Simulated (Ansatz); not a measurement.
**Molecular dynamics of BHClF2 (part 4 of 4)**

Continued. System: BHClF2, multiplicity 2. Method: UHF/6-31G* (Ansatz 0.2.0). It belongs to a series of runs on one base structure; here: dynamics from the highest image of the converged band.

Geometry of the input (Å):
```
B  0.0369  -0.0595  0.0291
H  0.0800  -0.1878  1.3761
Cl 1.5215  0.0511  -0.8584
F  -1.1241  0.0254  -0.5268
F  -0.0466  0.1708  2.4901
```

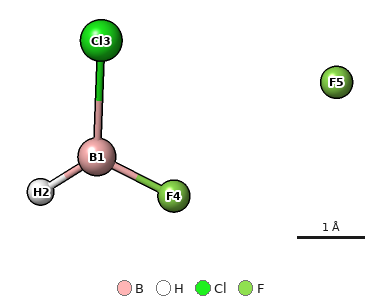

**Figure 1.** The geometry at step 164 of the log (ball-and-stick view, seen at a tilt; atoms are numbered from 1 in the order of the input).

Trajectory as extended XYZ, continued:
```
5
Properties=species:S:1:pos:R:3:forces:R:3 step=128 time_fs=64.0 energy=-18602.61215 temperature=1833.0
B     0.0150   -0.6971   -0.6263    0.0022  -2.7183  -1.2020
H    -0.0274   -1.9891   -0.8536   -0.4328   2.6422   0.8645
Cl    1.4894    0.1064   -0.9012    2.0520   0.4371  -0.1798
F    -0.9451    0.1289   -0.4038   -1.6215  -0.3480   0.5526
F    -0.1475    0.4225    2.9382    0.0000  -0.0130  -0.0352
5
Properties=species:S:1:pos:R:3:forces:R:3 step=131 time_fs=65.5 energy=-18602.75936 temperature=2208.9
B    -0.0009   -0.7155   -0.6633    0.3709  -1.2710  -0.8437
H    -0.0392   -1.9576   -0.8886   -0.5052   1.9118   0.6654
Cl    1.4975    0.1086   -0.9021    1.4193   0.0785  -0.1448
F    -0.9476    0.1258   -0.3933   -1.2843  -0.7074   0.3555
F    -0.1503    0.4303    2.9521   -0.0006  -0.0120  -0.0324
5
Properties=species:S:1:pos:R:3:forces:R:3 step=133 time_fs=66.5 energy=-18602.84978 temperature=2438.0
B    -0.0112   -0.7293   -0.6889    0.5286   0.4666  -0.3885
H    -0.0530   -1.9128   -0.9038   -0.5543   0.7060   0.3851
Cl    1.5033    0.1101   -0.9027    1.0074  -0.1623  -0.1441
F    -0.9501    0.1233   -0.3860   -0.9806  -0.9992   0.1779
F    -0.1522    0.4354    2.9614   -0.0010  -0.0112  -0.0304
5
Properties=species:S:1:pos:R:3:forces:R:3 step=136 time_fs=68.0 energy=-18602.78273 temperature=2266.4
B    -0.0256   -0.7486   -0.7279    0.7379   4.1016   0.5802
H    -0.0839   -1.8390   -0.9209   -0.6592  -2.1616  -0.2469
Cl    1.5126    0.1122   -0.9037    0.4306  -0.5160  -0.1762
F    -0.9548    0.1186   -0.3749   -0.5079  -1.4141  -0.1295
F    -0.1551    0.4432    2.9753   -0.0014  -0.0099  -0.0276
5
Properties=species:S:1:pos:R:3:forces:R:3 step=138 time_fs=69.0 energy=-18602.66075 temperature=1959.9
B    -0.0345   -0.7573   -0.7533    0.8778   6.0159   1.1714
H    -0.1123   -1.8114   -0.9344   -0.7258  -3.6721  -0.5986
Cl    1.5190    0.1135   -0.9044    0.0873  -0.7312  -0.2155
F    -0.9582    0.1146   -0.3676   -0.2378  -1.6034  -0.3313
F    -0.1570    0.4483    2.9846   -0.0015  -0.0090  -0.0260
5
Properties=species:S:1:pos:R:3:forces:R:3 step=141 time_fs=70.5 energy=-18602.71456 temperature=2093.3
B    -0.0463   -0.7605   -0.7895    0.8396   5.3484   1.4596
H    -0.1675   -1.8338   -0.9652   -0.5428  -2.6684  -0.5669
Cl    1.5286    0.1150   -0.9056   -0.3434  -0.9845  -0.2883
F    -0.9636    0.1071   -0.3570    0.0483  -1.6875  -0.5806
F    -0.1598    0.4560    2.9984   -0.0016  -0.0080  -0.0238
5
Properties=species:S:1:pos:R:3:forces:R:3 step=144 time_fs=72.0 energy=-18602.80339 temperature=2317.5
B    -0.0565   -0.7533   -0.8228    0.4547   2.3652   1.3294
H    -0.2338   -1.9103   -1.0077    0.0219   0.3796  -0.1935
Cl    1.5380    0.1159   -0.9070   -0.6844  -1.1471  -0.3615
F    -0.9690    0.0976   -0.3471    0.2095  -1.5906  -0.7525
F    -0.1626    0.4637    3.0123   -0.0017  -0.0071  -0.0219
5
Properties=species:S:1:pos:R:3:forces:R:3 step=146 time_fs=73.0 energy=-18602.72274 temperature=2113.4
B    -0.0627   -0.7455   -0.8435    0.2162   0.8588   1.2739
H    -0.2785   -1.9612   -1.0389    0.3923   1.8394  -0.0172
Cl    1.5440    0.1162   -0.9081   -0.8763  -1.2164  -0.4059
F    -0.9724    0.0903   -0.3409    0.2696  -1.4752  -0.8301
F    -0.1645    0.4689    3.0215   -0.0017  -0.0066  -0.0207
5
Properties=species:S:1:pos:R:3:forces:R:3 step=149 time_fs=74.5 energy=-18602.55307 temperature=1680.5
B    -0.0717   -0.7325   -0.8724    0.0379  -0.3119   1.2821
H    -0.3378   -2.0026   -1.0858    0.7797   2.8490   0.0943
Cl    1.5526    0.1159   -0.9098   -1.1222  -1.2771  -0.4631
F    -0.9773    0.0779   -0.3325    0.3063  -1.2541  -0.8943
F    -0.1674    0.4766    3.0353   -0.0017  -0.0059  -0.0191
5
Properties=species:S:1:pos:R:3:forces:R:3 step=151 time_fs=75.5 energy=-18602.51190 temperature=1575.0
B    -0.0776   -0.7241   -0.8902    0.0356  -0.5745   1.3194
H    -0.3685   -1.9974   -1.1161    0.9274   2.9508   0.0920
Cl    1.5579    0.1153   -0.9112   -1.2611  -1.2947  -0.4939
F    -0.9804    0.0689   -0.3274    0.2997  -1.0761  -0.8995
F    -0.1693    0.4817    3.0444   -0.0016  -0.0055  -0.0180
5
Properties=species:S:1:pos:R:3:forces:R:3 step=154 time_fs=77.0 energy=-18602.60115 temperature=1802.8
B    -0.0864   -0.7123   -0.9147    0.2158  -0.3082   1.4208
H    -0.3978   -1.9378   -1.1601    0.9726   2.3717  -0.0354
Cl    1.5653    0.1137   -0.9134   -1.4338  -1.2941  -0.5263
F    -0.9847    0.0543   -0.3206    0.2470  -0.7645  -0.8425
F    -0.1721    0.4894    3.0582   -0.0016  -0.0049  -0.0166
5
Properties=species:S:1:pos:R:3:forces:R:3 step=156 time_fs=78.0 energy=-18602.70372 temperature=2063.5
B    -0.0921   -0.7049   -0.9295    0.5105   0.4427   1.5663
H    -0.4057   -1.8689   -1.1897    0.8309   1.3740  -0.2590
Cl    1.5697    0.1122   -0.9151   -1.5245  -1.2781  -0.5358
F    -0.9874    0.0441   -0.3167    0.1846  -0.5341  -0.7559
F    -0.1740    0.4945    3.0673   -0.0015  -0.0045  -0.0157
5
Properties=species:S:1:pos:R:3:forces:R:3 step=159 time_fs=79.5 energy=-18602.72961 temperature=2128.3
B    -0.0995   -0.6925   -0.9490    1.3149   2.6056   2.0392
H    -0.4040   -1.7462   -1.2402    0.2548  -1.1888  -0.9543
Cl    1.5756    0.1093   -0.9179   -1.6191  -1.2287  -0.5235
F    -0.9914    0.0283   -0.3114    0.0507  -0.1841  -0.5468
F    -0.1769    0.5022    3.0811   -0.0014  -0.0041  -0.0146
5
Properties=species:S:1:pos:R:3:forces:R:3 step=162 time_fs=81.0 energy=-18602.61958 temperature=1855.0
B    -0.1044   -0.6750   -0.9643    2.1408   4.3705   2.5131
H    -0.3968   -1.6488   -1.3115   -0.3529  -3.3678  -1.7880
Cl    1.5804    0.1056   -0.9211   -1.6463  -1.1316  -0.4673
F    -0.9952    0.0123   -0.3068   -0.1405   0.1327  -0.2443
F    -0.1797    0.5099    3.0948   -0.0011  -0.0037  -0.0136
5
Properties=species:S:1:pos:R:3:forces:R:3 step=164 time_fs=82.0 energy=-18602.69309 temperature=2041.3
B    -0.1053   -0.6586   -0.9719    2.1840   3.6152   2.1377
H    -0.3954   -1.6208   -1.3791   -0.2631  -2.9000  -1.7180
Cl    1.5831    0.1028   -0.9233   -1.6146  -1.0289  -0.4034
F    -0.9979    0.0017   -0.3038   -0.3054   0.3172  -0.0032
F    -0.1816    0.5150    3.1039   -0.0009  -0.0036  -0.0131
5
Properties=species:S:1:pos:R:3:forces:R:3 step=167 time_fs=83.5 energy=-18602.89042 temperature=2541.2
B    -0.1032   -0.6288   -0.9799    1.7020   0.5789   0.4018
H    -0.3963   -1.6246   -1.5085    0.3629  -0.2755  -0.4554
Cl    1.5863    0.0980   -0.9269   -1.5015  -0.8306  -0.2828
F    -1.0022   -0.0139   -0.2994   -0.5628   0.5307   0.3487
F    -0.1845    0.5227    3.1176   -0.0006  -0.0035  -0.0123
5
Properties=species:S:1:pos:R:3:forces:R:3 step=169 time_fs=84.5 energy=-18602.88264 temperature=2523.8
B    -0.0998   -0.6078   -0.9846    1.4210  -1.0805  -0.8058
H    -0.3936   -1.6344   -1.6022    0.6531   1.1677   0.4963
Cl    1.5880    0.0946   -0.9293   -1.3956  -0.6863  -0.1978
F    -1.0054   -0.0240   -0.2963   -0.6781   0.6028   0.5193
F    -0.1864    0.5278    3.1267   -0.0004  -0.0035  -0.0119
5
Properties=species:S:1:pos:R:3:forces:R:3 step=172 time_fs=86.0 energy=-18602.74939 temperature=2185.7
B    -0.0924   -0.5784   -0.9932    1.1108  -2.3085  -1.9837
H    -0.3776   -1.6261   -1.7318    0.7511   2.2029   1.4614
Cl    1.5897    0.0891   -0.9331   -1.1954  -0.4679  -0.0738
F    -1.0109   -0.0386   -0.2911   -0.6655   0.5774   0.6080
F    -0.1892    0.5354    3.1404   -0.0011  -0.0038  -0.0118
5
Properties=species:S:1:pos:R:3:forces:R:3 step=174 time_fs=87.0 energy=-18602.70073 temperature=2061.5
B    -0.0862   -0.5612   -1.0010    0.8524  -2.4997  -2.3207
H    -0.3581   -1.5956   -1.8019    0.6719   2.3526   1.7901
Cl    1.5905    0.0852   -0.9357   -1.0245  -0.3205   0.0090
F    -1.0149   -0.0479   -0.2872   -0.4985   0.4717   0.5340
F    -0.1912    0.5405    3.1494   -0.0013  -0.0041  -0.0124
5
Properties=species:S:1:pos:R:3:forces:R:3 step=177 time_fs=88.5 energy=-18602.77208 temperature=2244.1
B    -0.0755   -0.5395   -1.0165    0.3290  -2.1525  -2.2353
H    -0.3172   -1.5082   -1.8749    0.4118   2.0186   1.8455
Cl    1.5911    0.0793   -0.9395   -0.7045  -0.0901   0.1475
F    -1.0214   -0.0615   -0.2810   -0.0348   0.2279   0.2543
F    -0.1940    0.5482    3.1631   -0.0014  -0.0038  -0.0120
5
Properties=species:S:1:pos:R:3:forces:R:3 step=179 time_fs=89.5 energy=-18602.88108 temperature=2521.9
B    -0.0680   -0.5275   -1.0294   -0.0417  -1.5004  -1.7273
H    -0.2847   -1.4254   -1.9016    0.1359   1.4025   1.4938
Cl    1.5912    0.0753   -0.9421   -0.4509   0.0645   0.2530
F    -1.0258   -0.0703   -0.2766    0.3584   0.0369  -0.0078
F    -0.1959    0.5533    3.1722   -0.0016  -0.0036  -0.0117
5
Properties=species:S:1:pos:R:3:forces:R:3 step=182 time_fs=91.0 energy=-18602.95022 temperature=2695.0
B    -0.0569   -0.5117   -1.0513   -0.4672   0.2240   0.0026
H    -0.2347   -1.2793   -1.9178   -0.4674  -0.2515   0.0167
Cl    1.5913    0.0694   -0.9457   -0.0273   0.2814   0.4347
F    -1.0320   -0.0837   -0.2702    0.9639  -0.2506  -0.4426
F    -0.1988    0.5609    3.1858   -0.0020  -0.0032  -0.0113
5
Properties=species:S:1:pos:R:3:forces:R:3 step=185 time_fs=92.5 energy=-18602.75049 temperature=2188.3
B    -0.0466   -0.4953   -1.0730   -0.7524   2.1887   2.5266
H    -0.1950   -1.1392   -1.9352   -1.1355  -2.1473  -2.3113
Cl    1.5913    0.0636   -0.9490    0.4091   0.4527   0.6358
F    -1.0371   -0.0973   -0.2642    1.4810  -0.4911  -0.8400
F    -0.2016    0.5686    3.1994   -0.0022  -0.0030  -0.0111
5
Properties=species:S:1:pos:R:3:forces:R:3 step=187 time_fs=93.5 energy=-18602.64923 temperature=1931.9
B    -0.0406   -0.4823   -1.0851   -1.0863   2.5045   3.2102
H    -0.1811   -1.0686   -1.9708   -1.3368  -2.4421  -2.9303
Cl    1.5914    0.0599   -0.9511    0.6857   0.5336   0.7670
F    -1.0396   -0.1066   -0.2607    1.7397  -0.5930  -1.0359
F    -0.2036    0.5737    3.2084   -0.0023  -0.0029  -0.0109
5
Properties=species:S:1:pos:R:3:forces:R:3 step=190 time_fs=95.0 energy=-18602.74075 temperature=2157.7
B    -0.0336   -0.4588   -1.0981   -1.9250   1.2034   1.4259
H    -0.1836   -1.0035   -2.0727   -1.0952  -1.1651  -1.1342
Cl    1.5920    0.0546   -0.9537    1.0319   0.6017   0.9212
F    -1.0417   -0.1213   -0.2565    1.9905  -0.6372  -1.2022
F    -0.2064    0.5813    3.2220   -0.0023  -0.0028  -0.0107
5
Properties=species:S:1:pos:R:3:forces:R:3 step=192 time_fs=96.0 energy=-18602.76052 temperature=2208.1
B    -0.0309   -0.4416   -1.1050   -2.4780   0.2082  -0.2891
H    -0.1989   -0.9761   -2.1571   -0.7773  -0.2042   0.5741
Cl    1.5927    0.0513   -0.9552    1.1797   0.6085   0.9750
F    -1.0418   -0.1314   -0.2545    2.0778  -0.6098  -1.2497
F    -0.2083    0.5864    3.2311   -0.0023  -0.0027  -0.0104
5
Properties=species:S:1:pos:R:3:forces:R:3 step=195 time_fs=97.5 energy=-18602.64044 temperature=1903.9
B    -0.0312   -0.4157   -1.1160   -2.9869  -0.6388  -1.9345
H    -0.2348   -0.9370   -2.2702   -0.3533   0.5921   2.2190
Cl    1.5944    0.0467   -0.9569    1.2441   0.5657   0.9797
F    -1.0400   -0.1472   -0.2526    2.0982  -0.5164  -1.2544
F    -0.2112    0.5940    3.2446   -0.0021  -0.0026  -0.0098
5
Properties=species:S:1:pos:R:3:forces:R:3 step=197 time_fs=98.5 energy=-18602.57203 temperature=1729.7
B    -0.0347   -0.3990   -1.1254   -3.0743  -0.8605  -2.4064
H    -0.2635   -0.9049   -2.3211   -0.1438   0.7853   2.6841
Cl    1.5959    0.0438   -0.9577    1.1814   0.5096   0.9435
F    -1.0375   -0.1581   -0.2521    2.0387  -0.4320  -1.2119
F    -0.2131    0.5991    3.2536   -0.0021  -0.0025  -0.0093
5
Properties=species:S:1:pos:R:3:forces:R:3 step=200 time_fs=100.0 energy=-18602.61823 temperature=1848.8
B    -0.0449   -0.3754   -1.1434   -2.8470  -0.8824  -2.4544
H    -0.3088   -0.8428   -2.3494    0.0605   0.7756   2.6868
Cl    1.5988    0.0396   -0.9584    0.9421   0.3965   0.8453
F    -1.0318   -0.1747   -0.2526    1.8464  -0.2874  -1.0693
F    -0.2160    0.6068    3.2672   -0.0020  -0.0022  -0.0085
```

Results in brief:

- outcome: finished
- mean temperature over the second half: 2087 K
- trajectory: 200 steps, 100 fs
- ensemble: nve
- temperature in the input: 100.0 K
- time step: 0.5 fs
- potential energy (last step): −18602.6182 eV
- mean-field energy (last step): −18602.6182 eV
- ⟨S²⟩ (last step): 0.753
- largest force (length of the vector) (last step): 3.861 eV/Å
- wall time: 10 min
- peak memory: 0.16 GiB

Notes:

So short a trajectory is not equilibrated.
